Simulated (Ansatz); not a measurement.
```xyz
9

F     1.099   -1.650   -0.129
C     1.100   -0.437   -0.650
F     2.332   -0.143   -0.989
O     0.157   -0.169   -1.521
C     0.152    0.563   -0.228
Al   -1.376    0.158    0.983
H     0.515    1.579   -0.366
H    -2.408   -0.954    0.579
H    -1.483    1.008    2.304
```

> Where will the first 4 clear peaks of this molecule's radial distribution curve from gas electron diffraction lie, and which pairs make them?

Peak 1, 1.33 Å: F–C 1.31–1.32 Å (×2), O–C 1.31–1.49 Å (×2), C–C 1.44 Å, not resolved; in its flanks Al–H 1.57 Å
Peak 2, 2.22 Å: F···F 2.13 Å, F···O 2.24 Å (×2), F···C 2.41 Å (×2), not resolved; in its flanks Al–C 1.99 Å
Peak 3, 3.00 Å: Al···O 2.95 Å, Al···C 3.03 Å, Al···F 3.26 Å, not resolved
Peak 4, 4.22 Å: Al···F 4.21 Å

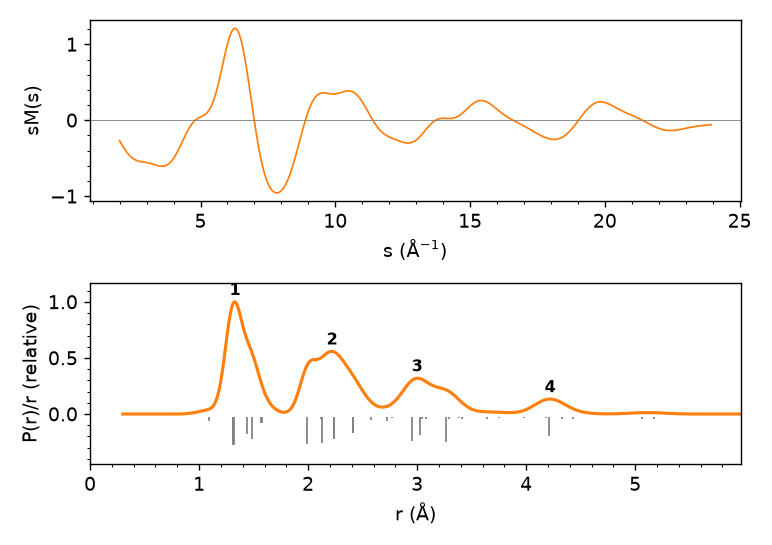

Simulated gas electron diffraction: reduced molecular intensity sM(s) from the Debye equation in the first Born approximation (top) and the radial distribution curve (bottom) of C₂H₃AlF₂O. Each pair of atoms contributes with weight ZᵢZⱼ/r (bars below the curve); damping constant 0.0015 Å²; vibrational amplitudes assumed, not computed: 0.05 Å for bonds, 0.078 Å for bonds to H, 0.06 + 0.015 r up to 0.15 Å for other pairs. The geometry is the end point of an optimisation (RHF/def2-SVP (Ansatz)); it may be a saddle point or a higher isomer.
